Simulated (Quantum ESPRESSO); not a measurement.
# CrClO: where do free moments turn?, part 2 of 2

The moments of CrClO start in several directions and relax. Which textures last, and at what energy?

Quantum ESPRESSO 7.5; LDA with U = 3.5 eV on Cr d (ortho-atomic projectors); plane waves with GBRV 1.5 LDA potentials, no spin-orbit coupling.

So far, absolute magnetization (μB): step 2 (start 1: collinear parallel) 6.45.

## 4. Start 3: random 2

Contents of pw.in:

```
&CONTROL
  calculation = 'scf'
  prefix = 'pwscf'
  outdir = './tmp'
  pseudo_dir = './pseudo'
  disk_io = 'nowf'
/
&SYSTEM
  ibrav = 0
  celldm(1) = 8
  nat = 6
  ntyp = 4
  ecutwfc = 34
  ecutrho = 238
  nbnd = 74
  occupations = 'smearing'
  smearing = 'fd'
  degauss = 0.00999582
  noncolin = .true.
  starting_magnetization(1) = 0.2143
  angle1(1) = 124.255
  angle2(1) = -113.526
  starting_magnetization(2) = 0.2143
  angle1(2) = 146.611
  angle2(2) = -82.798
  starting_magnetization(3) = 0
  starting_magnetization(4) = 0
  nosym = .true.
/
&ELECTRONS
  conv_thr = 1.2d-08
  electron_maxstep = 150
  mixing_beta = 0.3
/
ATOMIC_SPECIES
Cr1    51.9961 cr_lda_v1.5.uspp.F.UPF
Cr2    51.9961 cr_lda_v1.5.uspp.F.UPF
Cl     35.4500 cl_lda_v1.4.uspp.F.UPF
O      15.9990 o_lda_v1.2.uspp.F.UPF
CELL_PARAMETERS alat
   0.7535461548307    0.0000000000000    0.0000000000000
   0.0000000000000    0.9133425581106    0.0000000000000
   0.0000000000000    0.0000000000000    1.8784965310651
ATOMIC_POSITIONS crystal
Cr1     0.0000000000    0.0000000000    0.1060403200
Cr2     0.5000000000    0.5000000000    0.8939596800
Cl      0.0000000000    0.5000000000    0.6814219400
Cl      0.5000000000    0.0000000000    0.3185780600
O       0.5000000000    0.0000000000    0.9478179000
O       0.0000000000    0.5000000000    0.0521821000
K_POINTS automatic
4 4 2 0 0 0
HUBBARD {ortho-atomic}
U Cr1-3d 3.5000
U Cr2-3d 3.5000
```

Launch:

```console
> OMP_NUM_THREADS=1 mpirun -n 2 pw.x -nk 2 -in pw.in > pw.out
```

Log:

```text
     [... lines left out ...]
Program PWSCF v.7.5 starts
     [... lines left out ...]
     number of atoms/cell      =            6
     [... lines left out ...]
     number of electrons       =        54.00
     number of Kohn-Sham states=           74
     kinetic-energy cutoff     =      34.0000  Ry
     charge density cutoff     =     238.0000  Ry
     scf convergence threshold =      1.2E-08
     [... lines left out ...]
     Noncollinear calculation without spin-orbit
     [... lines left out ...]
     No symmetry found
     [... lines left out ...]
     number of k points=    32  Fermi-Dirac smearing, width (Ry)=  0.0100
     [... lines left out ...]
     iteration # 53     ecut=    34.00 Ry     beta= 0.30
     [... lines left out ...]
     atom number    1 relative position :    0.0000   0.0000   0.1992
     [... lines left out ...]
     magnetization :         -0.337410   -1.691281   -1.814707
     [... lines left out ...]
     atom number    2 relative position :    0.3768   0.4567   1.6793
[...]
magnetization :         -0.339754   -1.692531   -1.813103
[...]
atom number    3 relative position :    0.0000   0.4567   1.2800
[...]
magnetization :          0.003499    0.017435    0.018679
     [... lines left out ...]
     atom number    4 relative position :    0.3768   0.0000   0.5984
     [... lines left out ...]
     magnetization :          0.003477    0.017424    0.018694
     [... lines left out ...]
     atom number    5 relative position :    0.3768   0.0000   1.7805
     [... lines left out ...]
     magnetization :          0.006229    0.031160    0.033417
     [... lines left out ...]
     atom number    6 relative position :    0.0000   0.4567   0.0980
     [... lines left out ...]
     magnetization :          0.006244    0.031169    0.033406
     [... lines left out ...]
     Tr[ns(  1)] (up, down, total) =   0.98778  3.21326  4.20104
     [... lines left out ...]
     Tr[ns(  2)] (up, down, total) =   0.98877  3.21227  4.20104
     [... lines left out ...]
     the Fermi energy is     6.4788 ev
!    total energy              =    -482.21249926 Ry
     estimated scf accuracy    <          1.7E-10 Ry
     smearing contrib. (-TS)   =      -0.00005339 Ry
     [... lines left out ...]
     total magnetization       =    -0.81    -4.05    -4.35 Bohr mag/cell
     absolute magnetization    =     6.45 Bohr mag/cell
     convergence has been achieved in  53 iterations
```

Run time: 13 min. Hardware: 2 MPI ranks of Arm Neoverse V1, shared host; peak memory 0.58 GiB.

Spin moment in the atom's sphere by atom:

| atom | x (μB) | y (μB) | z (μB) | size |
| --- | --- | --- | --- | --- |
| Cr1 | -0.34 | -1.69 | -1.81 | 2.50 |
| Cr2 | -0.34 | -1.69 | -1.81 | 2.50 |
| Cl3 | 0.00 | 0.02 | 0.02 | 0.03 |
| Cl4 | 0.00 | 0.02 | 0.02 | 0.03 |
| O5 | 0.01 | 0.03 | 0.03 | 0.05 |
| O6 | 0.01 | 0.03 | 0.03 | 0.05 |

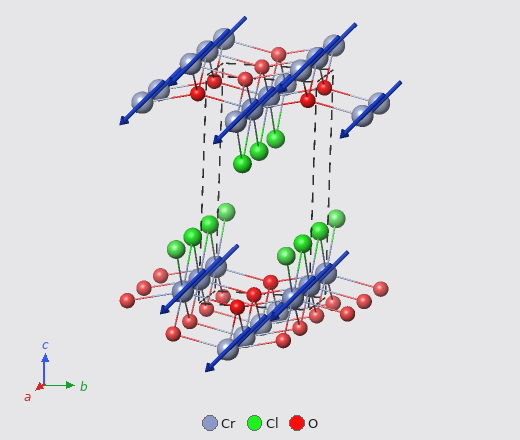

Spin moment in the atom's sphere as arrows, the longest 2.50 μB. 2×1×1 cells are drawn. Some periodic images of atoms are drawn too.

This step gave:

| Quantity | Value |
| --- | --- |
| smearing term TS | 7.26e-4 eV |
| magnetization | -0.811, -4.055, -4.347 μB |
| absolute magnetization | 6.451 μB |
| final state | ferromagnetic |

## 5. Start 4: two sublattices 90 degrees apart

pw.in, as its differences from that of step 4:

```diff
@@ -20,7 +20,7 @@
   starting_magnetization(1) = 0.2143
-  angle1(1) = 124.255
-  angle2(1) = -113.526
+  angle1(1) = 90
+  angle2(1) = 0
   starting_magnetization(2) = 0.2143
-  angle1(2) = 146.611
-  angle2(2) = -82.798
+  angle1(2) = 90
+  angle2(2) = 90
   starting_magnetization(3) = 0
```

Log:

```text
     [... lines left out ...]
Program PWSCF v.7.5 starts
     [... lines left out ...]
     number of atoms/cell      =            6
     [... lines left out ...]
     number of electrons       =        54.00
     number of Kohn-Sham states=           74
     kinetic-energy cutoff     =      34.0000  Ry
     charge density cutoff     =     238.0000  Ry
     scf convergence threshold =      1.2E-08
     [... lines left out ...]
     Noncollinear calculation without spin-orbit
     [... lines left out ...]
     No symmetry found
     [... lines left out ...]
     number of k points=    32  Fermi-Dirac smearing, width (Ry)=  0.0100
     [... lines left out ...]
     iteration #104     ecut=    34.00 Ry     beta= 0.30
     [... lines left out ...]
[key lines of the parts left out:]
total magnetization       =     4.00     4.00     0.00 Bohr mag/cell
total energy              =    -482.21212925 Ry
```

Elapsed: 28 min, on 2 MPI ranks; peak memory 0.58 GiB.

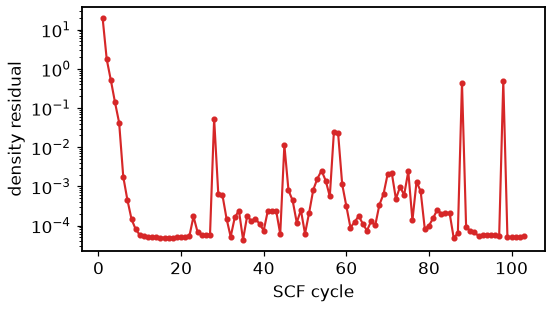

Residual by cycle in this run.

The run was cut off at its time limit.

After 103 cycles the residual stands at 5.3e-5.

## 6. The textures together

Textures, by row:

| start | final state | energy over the lowest (meV a seeded atom) | smallest moment (μB) | largest moment (μB) | net moment (μB a cell) | angles to the first moment (degrees) |
| --- | --- | --- | --- | --- | --- | --- |
| collinear parallel | ferromagnetic | 0 | 2.503 | 2.503 | 6 | 0 |
| random 2 | ferromagnetic | 0 | 2.503 | 2.503 | 6 | 0 |

## 7. What came out

| Quantity | Value |
| --- | --- |
| lowest start | collinear parallel and random 2 |
| its final state | ferromagnetic |
| its moments | 2.50 μB |
| its net moment | 6 μB a cell |

What this shows: No finished start ends non-collinear. The mesh is coarse, so differences of some ten meV can be noise where moments are itinerant. Without spin–orbit coupling only the angles between moments matter. The start random 1 did not finish and is not in the table. The start two sublattices 90 degrees apart did not finish and is not in the table. The cell holds only so many moments, so longer spirals cannot form in it. Energies are free energies at an electronic temperature of 1580 K, which lowers moments and differences where the moments are itinerant. The cutoff lies under the 40 Ry that these files are usually run at.

[Logs and program files are shortened in this print: banners, set-up blocks, solver, clock and traceback lines can be left out without a mark of their own.]

[Logs are printed without paths, hosts, clocks, repeated set-up lines and the standing remarks that a program may print on its own settings, such as how far it seeks lower states.]

[Hosts, paths, dates, database ids (printed as entryN), source tags and the programs' standing remarks are cut or masked in the printed files.]

[Where a cell is said to come from a database of computed structures, the database is the Materials Project.]
